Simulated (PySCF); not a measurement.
**PBE/6-31G run of [NH2]− (SMILES [NH2-])**

Aim: the vertical ionisation energy of [NH2]− at PBE/6-31G, from 2 runs. 

Program for the calculation: PySCF 2.14.0.

13 further runs of the same task are left out: 2 that didn't finish, 11 set aside as unsound or not needed.

## Step 1: The structure to begin with

[NH2]−: 3 atoms, total charge -1, spin state singlet. As SMILES, `[NH2-]`. The shape is that of a PBE0-D4/def2-TZVPD optimisation.

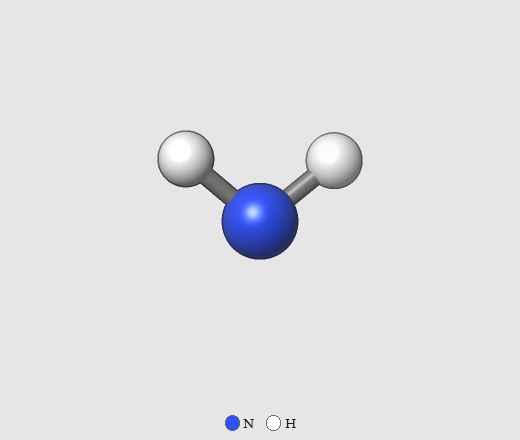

Viewed from a chosen angle; nitrogen blue, hydrogen white.

## Step 2: The energy at PBE/6-31G

input.xyz

```xyz
3
H2N
N      0.342200    -0.203000     0.168700
H      0.125500     0.801200     0.156000
H     -0.467700    -0.598200    -0.324700
```

run.py

```python
# [NH2-]
from pyscf import gto, dft

molecule = gto.Mole()
molecule.atom = 'input.xyz'
molecule.max_memory = 1860
molecule.basis = '6-31g'
molecule.verbose = 4
molecule.charge = -1
molecule.build()

calc0 = dft.RKS(molecule)
calc0.xc = 'pbe'
calc0.grids.level = 5
calc0.conv_tol = 1e-10
calc0.kernel()
if not calc0.converged:
    calc0 = calc0.newton().run(calc0.mo_coeff, calc0.mo_occ)

etot = calc0.e_tot
print('E = %.10f Eh' % etot)
```

Launch:

```sh
$ OMP_NUM_THREADS=1 python run.py
```

The log of the run:

```text
PySCF version 2.14.0

[INPUT] num. atoms = 3
[INPUT] num. electrons = 10
[INPUT] charge = -1
[INPUT] spin (= nelec alpha-beta = 2S) = 0
[INPUT] symmetry False subgroup None
[INPUT] Mole.unit = angstrom
[INPUT] Symbol           X                Y                Z      unit          X                Y                Z       unit  Magmom
[INPUT]  1 N      0.342200000000  -0.203000000000   0.168700000000 AA    0.646664279826  -0.383614403287   0.318796797214 Bohr   0.0
[INPUT]  2 H      0.125500000000   0.801200000000   0.156000000000 AA    0.237160628633   1.514048571002   0.294797275432 Bohr   0.0
[INPUT]  3 H     -0.467700000000  -0.598200000000  -0.324700000000 AA   -0.883824908459  -1.130434167715  -0.613594072646 Bohr   0.0

nuclear repulsion = 7.54285241955884
number of shells = 9
number of NR pGTOs = 30
number of NR cGTOs = 13
basis = 6-31g
ecp = {}

******** <class 'pyscf.dft.rks.RKS'> ********
method = RKS
initial guess = minao
damping factor = 0
level_shift factor = 0
DIIS = <class 'pyscf.scf.diis.CDIIS'>
diis_start_cycle = 1
diis_space = 8
diis_damp = 0
SCF conv_tol = 1e-10
SCF conv_tol_grad = None
SCF max_cycles = 50
direct_scf = True
direct_scf_tol = 1e-13
XC library pyscf.dft.libxc version 7.0.0
    S. Lehtola, C. Steigemann, M. J.T. Oliveira, and M. A.L. Marques.,  SoftwareX 7, 1–5 (2018)
XC functionals = pbe
    J. P. Perdew, K. Burke, and M. Ernzerhof.,  Phys. Rev. Lett. 77, 3865 (1996)
    J. P. Perdew, K. Burke, and M. Ernzerhof.,  Phys. Rev. Lett. 78, 1396 (1997)
    J. P. Perdew, K. Burke, and M. Ernzerhof.,  Phys. Rev. Lett. 77, 3865 (1996)
    J. P. Perdew, K. Burke, and M. Ernzerhof.,  Phys. Rev. Lett. 78, 1396 (1997)
radial grids:
    Treutler-Ahlrichs [JCP 102, 346 (1995); DOI:10.1063/1.469408] (M4) radial grids

becke partition: Becke, JCP 88, 2547 (1988); DOI:10.1063/1.454033
pruning grids: <function nwchem_prune>
grids dens level: 5
symmetrized grids: False
atomic radii adjust function: <function treutler_atomic_radii_adjust>
small_rho_cutoff = 0
Set gradient conv threshold to 1e-05
Initial guess from minao.
tot grids = 89200
init E= -55.6927141649159
  HOMO = -0.252346560281485  LUMO = 0.0545673614748248  gap/eV = 8.35155
cycle= 1 E= -55.5823205909087  delta_E= 0.11  |g|= 0.818  |ddm|= 1.39
  HOMO = 0.413394902270854  LUMO = 0.447381267169536  gap/eV = 0.92482
cycle= 2 E= -55.1490668331771  delta_E= 0.433  |g|= 1.41  |ddm|= 5.29
  HOMO = 0.199376319637442  LUMO = 0.356066011938895  gap/eV = 4.26374
cycle= 3 E= -55.7420187452557  delta_E= -0.593  |g|= 0.0836  |ddm|= 4.72
  HOMO = 0.217713077701094  LUMO = 0.355002859826534  gap/eV = 3.73585
cycle= 4 E= -55.7445102844434  delta_E= -0.00249  |g|= 0.0117  |ddm|= 0.308
  HOMO = 0.217068605012197  LUMO = 0.355818992183043  gap/eV = 3.77559
cycle= 5 E= -55.7445675381598  delta_E= -5.73e-05  |g|= 0.000815  |ddm|= 0.0403
  HOMO = 0.216761111564108  LUMO = 0.355550352489391  gap/eV = 3.77665
cycle= 6 E= -55.7445677329091  delta_E= -1.95e-07  |g|= 2.73e-05  |ddm|= 0.00154
  HOMO = 0.216765456272813  LUMO = 0.355555379062074  gap/eV = 3.77667
cycle= 7 E= -55.7445677331651  delta_E= -2.56e-10  |g|= 4.57e-06  |ddm|= 5.9e-05
  HOMO = 0.216764604039576  LUMO = 0.355554884512239  gap/eV = 3.77668
cycle= 8 E= -55.7445677331701  delta_E= -5.03e-12  |g|= 5.01e-07  |ddm|= 3.86e-06
  HOMO = 0.216764393257282  LUMO = 0.355554817440158  gap/eV = 3.77668
Extra cycle  E= -55.7445677331699  delta_E= 2.27e-13  |g|= 9.68e-07  |ddm|= 2.26e-06
converged SCF energy = -55.7445677331699
E = -55.7445677332 Eh
```

It took 1.3 s on 1 thread of Arm Neoverse V1, shared host; peak memory 0.15 GiB.

## Step 3: Doublet neutral NH2 at the same level

input.py

```python
from pyscf import gto, dft

mol = gto.M(
    atom='''
N      0.342200    -0.203000     0.168700
H      0.125500     0.801200     0.156000
H     -0.467700    -0.598200    -0.324700
''',
    charge=0,
    spin=1,
    basis='6-31g',
    verbose=3,
    max_memory=1860,
)

calc0 = dft.UKS(mol, xc='pbe')
calc0.conv_tol = 1e-10
calc0.grids.level = 5
calc0.kernel()
if not calc0.converged:
    calc0 = calc0.newton().run(calc0.mo_coeff, calc0.mo_occ)

e_tot = calc0.e_tot
print('E(%s) = %.9f' % ('PBE', e_tot))
```

Launch:

```sh
$ OMP_NUM_THREADS=1 python input.py
```

The log of the run:

```text
WARN: HOMO -0.252346560281485 >= LUMO -0.252346560281484

converged SCF energy = -55.777048835311  <S^2> = 0.7516743  2S+1 = 2.0016736
E(PBE) = -55.777048835
```

Wall time 1.8 s (1 thread of Arm Neoverse V1, shared host); peak memory 0.16 GiB.

## Step 4: Summary of results

Level: PBE/6-31G.

| quantity | value |
| --- | --- |
| singlet [NH2]−: total energy | -55.74457 Eh |
| singlet [NH2]−: HOMO energy | 5.90 eV |
| singlet [NH2]−: LUMO energy | 9.68 eV |
| singlet [NH2]−: HOMO–LUMO gap (to an unbound level, set by the basis) | 3.78 eV |
| doublet neutral NH2: total energy | -55.77705 Eh |
| doublet neutral NH2: dipole moment | 2.28 D |
| doublet neutral NH2: HOMO energy (highest over α and β) | -6.24 eV |
| doublet neutral NH2: LUMO energy (lowest over α and β) | -3.95 eV |
| doublet neutral NH2: ⟨S²⟩ | 0.752 |
| vertical detachment energy (to the doublet neutral) | -0.884 eV |

The species is unbound against losing an electron at this level, by 0.88 eV (−20.4 kcal/mol); missing correlation or diffuse functions can give that sign where the real anion is bound. Mulliken charges (singlet [NH2]−) run from -1.09 on N1 to +0.04 on H2. The HOMO (singlet [NH2]−) lies at positive energy, 5.90 eV, as semi-local functionals often give for anions; only total energies tell whether the electron is bound.
